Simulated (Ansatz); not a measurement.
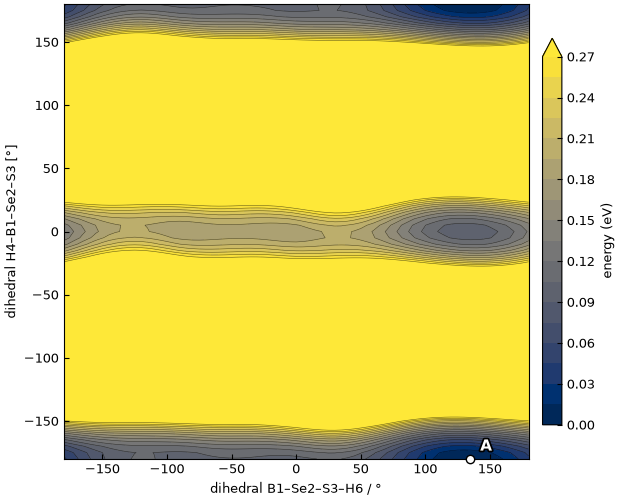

BH4SSe, SMILES B[Se][SH2+], charge +1. 
- Coordinates scanned: (1) dihedral B1–Se2–S3–H6; (2) dihedral H4–B1–Se2–S3.
- Nothing is relaxed (all other coordinates rigid).
- The scan uses a 12 × 12 grid.
- Points are written as (first, second).
- All energies are given in eV relative to the relaxed molecule at the same level.
- These are results of RKS PBE-D4/def2-TZVP in Ansatz, not measurements.

In the figure: filled contours, one colour for all values above the top of the scale, the point A. Between grid points the surface is interpolated.

### What is the easiest way out of the well at A, and how high is the barrier?

The easiest path leads from the well at about (135°, −180°) to its copy one period on. Its highest point lies about 0.1 eV above the bottom of the first well on the interpolated surface, at (30°, −180°). The start is the relaxed structure and all else is held, so a fully relaxed path at this level can only be lower. On the way the path dips through a shallower well, about 0.0048 eV deep.

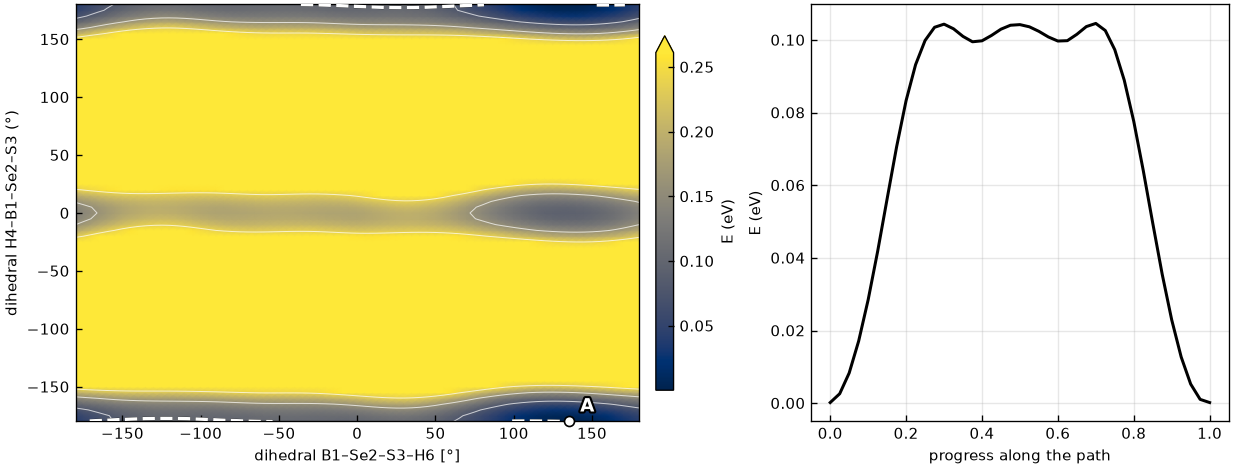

In the figure: a smooth colour map with a few white contour lines, a line along the lowest path, one colour for all values above the top of the scale, the energy along the path at the right. Between grid points the surface is interpolated.
